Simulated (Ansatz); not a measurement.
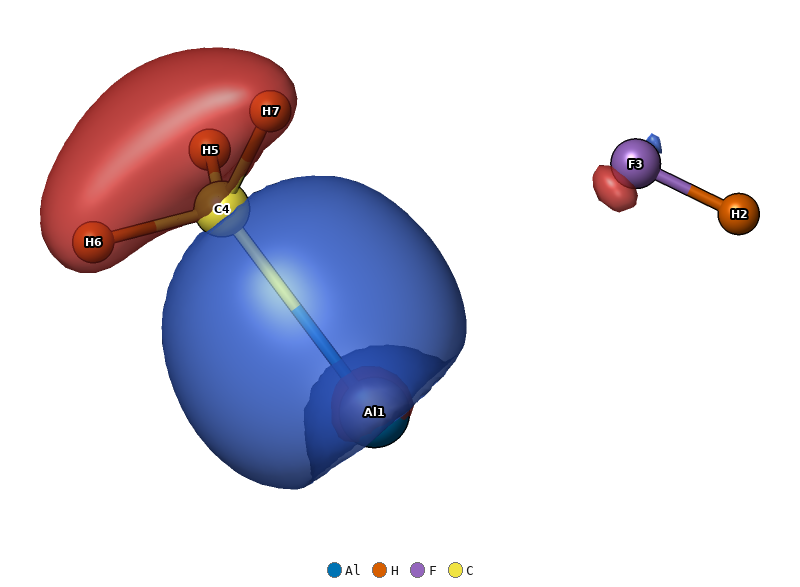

The picture shows: CH$_{3}$Al···HF. The HOMO−1 at ±0.15 Å⁻³ᐟ² (blue and red are the two phases), seen across its widest extent.

Method: Ansatz 0.2.0, RHF/def2-SVP.

```xyz
7

Al   -1.2224    0.5011    0.9803
H     1.9770   -0.2254    0.8860
F     1.4006   -0.2992    0.1937
C    -1.6766    0.0736   -0.9224
H    -1.6856   -1.0100   -1.0996
H    -2.6672    0.4551   -1.2013
H    -0.9494    0.5047   -1.6215
```

> Where does this orbital lie, and at what energy?

It lies mainly on C4 (about 45 %) and Al1 (about 40 %). Its energy is −12.42 eV.
